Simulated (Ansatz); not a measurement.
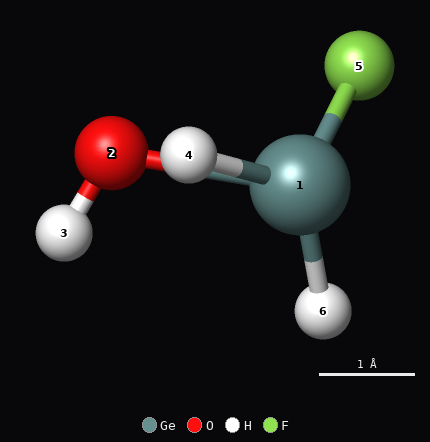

*The structure (ball-and-stick view, seen at a tilt; atoms are numbered from 1 in the order of the input). Sticks mark near contacts.*

Bond lengths as drawn: F–Ge 1.76 Å, Ge–H 1.58 to 1.63 Å, Ge–O 2.01 Å and H–O 0.98 Å.

## Run report: GeH3OF, frequency calculation

The run: frequency calculation of GeH3OF. Method and program: RKS PBE-D4/def2-SVP (Ansatz 0.2.0).

It belongs to a series of runs on one base structure; here: vibrations at the highest image of the band. Figures and captions count atoms from 1; the log counts them from 0 in places.

Log:
```
Engine: ansatz 0.2.0, aarch64-unknown-linux-gnu
Functional definition: PBE
  parameter kappa = 0.804
  parameter beta = 0.06672455060314922
  exchange = pbe_x(kappa = kappa, mu = beta*pi^2/3)
  correlation = pbe_c(beta = beta)
816 factors; their error is unknown
mean field evaluation 1: about -61297.8630 eV, gradient 6.7e1 eV
mean field evaluation 2: about -61202.7688 eV, gradient 2.0e2 eV
mean field evaluation 4: about -61303.2258 eV, gradient 3.6e1 eV
mean field evaluation 8: about -61305.8321 eV, gradient 1.4e-1 eV
mean field evaluation 16: about -61305.7792 eV, gradient 9.2e-5 eV
mean field -61305.77922397 eV, -2252.9458319313 hartree, gradient 2.2e-5 eV, S^2 0.000000; 0 other end points of the search recorded, 0 dependent functions left out
the calculation of the forces begins
reference -61305.77925305 eV, -2252.9458330000 hartree; 26, 26 occupied and 49, 49 virtual orbitals, 816 factors
these checks for a lower state are left out or cut short: stability, starts, cluster_reference, orbital_swaps, neighbouring_geometries, increment
816 factors; their error is unknown
mean field -61305.77915542 eV, -2252.9458294122 hartree, gradient 1.7e-6 eV, S^2 0.000000; 0 other end points of the search recorded, 0 dependent functions left out
[... from here on the field's lines of each further geometry are left out, up to the last ...]
the calculation of the forces begins
reference -61305.77924534 eV, -2252.9458327166 hartree; 26, 26 occupied and 49, 49 virtual orbitals, 816 factors
these checks for a lower state are left out or cut short: stability, starts, cluster_reference, orbital_swaps, neighbouring_geometries, increment
816 factors; their error is unknown
mean field -61305.77922433 eV, -2252.9458319444 hartree, gradient 1.6e-6 eV, S^2 0.000000; 0 other end points of the search recorded, 0 dependent functions left out
the calculation of the forces begins
reference -61305.77925341 eV, -2252.9458330131 hartree; 26, 26 occupied and 49, 49 virtual orbitals, 816 factors
WARN: phonons: modes at or below zero, which the zero-point energy, F, S and C_V leave out: 1, the lowest at -1199.02 cm⁻¹. A minimum has none, and a first-order saddle one
Total energy: -61305.85455528 eV, -2252.9486003057 hartree
Atom 0 at     0.189840    -0.026026    -0.332426 Å, force    -0.000605     0.001027    -0.000507 eV/Å
Atom 1 at     0.724386     0.208344     1.594668 Å, force     0.000088     0.000233     0.000061 eV/Å
Atom 2 at     0.644101    -0.635001     2.092362 Å, force    -0.000187    -0.000173     0.000293 eV/Å
Atom 3 at     1.615122     0.029967     0.462240 Å, force     0.000541     0.000010    -0.000003 eV/Å
Atom 4 at    -0.774095     1.426480    -0.606318 Å, force     0.000440    -0.001029     0.000254 eV/Å
Atom 5 at    -0.887454    -1.179064    -0.327325 Å, force    -0.000278    -0.000067    -0.000098 eV/Å
Dipole moment:     0.205532    -0.597257     0.108752 e Å
Vibrations: -1199.02 179.25 282.94 486.65 576.24 669.84 693.42 741.84 925.48 1809.54 1955.12 3633.75 cm⁻¹, zero-point energy 0.741058 eV
```

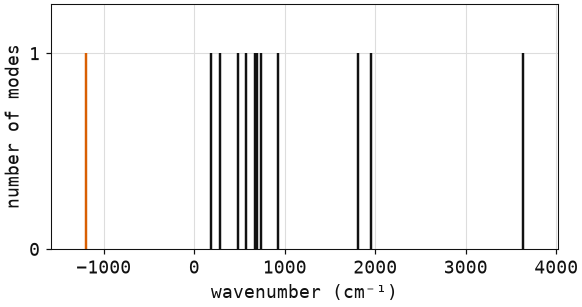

*Harmonic vibrational wavenumbers from the force constants; neighbouring modes closer than 22 cm⁻¹ are counted in one stick, and imaginary ones are drawn at negative wavenumbers.*

12 modes from 1199i to 3634 cm⁻¹, 1 imaginary beyond 8i (1199i cm⁻¹): a first-order saddle point, if the geometry is stationary.

This output came from the following input.

Input:
```yaml
crystal:
  periodic: [false, false, false]
  atoms:
    - { symbol: Ge, position_ang: [0.18984, -0.026026, -0.332426] }
    - { symbol: O, position_ang: [0.724386, 0.208344, 1.594668] }
    - { symbol: H, position_ang: [0.644101, -0.635001, 2.092362] }
    - { symbol: H, position_ang: [1.615122, 0.029967, 0.46224] }
    - { symbol: F, position_ang: [-0.774095, 1.42648, -0.606318] }
    - { symbol: H, position_ang: [-0.887454, -1.179064, -0.327325] }
basis:
  gaussian: { orbitals: def2-SVP }
hamiltonian:
  xc: pbe
  dispersion: d4
phonons: {}
```

Command:
```bash
ansatz run input.yaml --threads 2 --pin off --max-ram 3072MiB --backend cpu --events-out ev --progress --plain --runs-dir out
```

Key numbers:

```csv
quantity,value
outcome,converged
total energy,−61305.8546 eV
mean-field energy,−61305.7793 eV
largest force (length of the vector),0.001 eV/Å
hardware,"2 threads of Arm Neoverse V2, 24 GiB of memory available, shared host"
wall time,17 s (CPU time 32 s)
peak memory,0.1 GiB
```
